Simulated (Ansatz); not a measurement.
Er (P6_3/mmc, No. 194): a calculation's starting geometry.

```
Er
1.0
     3.41822    0.00000    0.00000
    -1.70911    2.96027    0.00000
     0.00000    0.00000    5.60990
Er
2
Direct
  0.33333 0.66667 0.25000
  0.66667 0.33333 0.75000
```

### What will a projected-potential map along [201] show? Computed as the sum of neutral-atom potentials (tabulated electron scattering factors, B = 0.3 Å²) projected along the beam and smoothed by 0.25 Å; brighter is more positive.

The columns repeat on a centred rectangular net of 2.17 × 5.92 Å (plane group c2mm). All columns are alike (Er). The shortest distance between visible columns is 1.47 Å in projection. Along the beam the structure repeats every 8.84 Å.

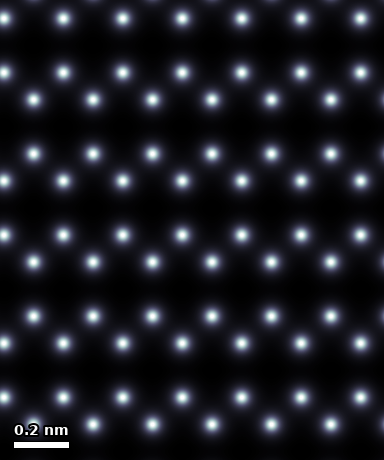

The simulated image.
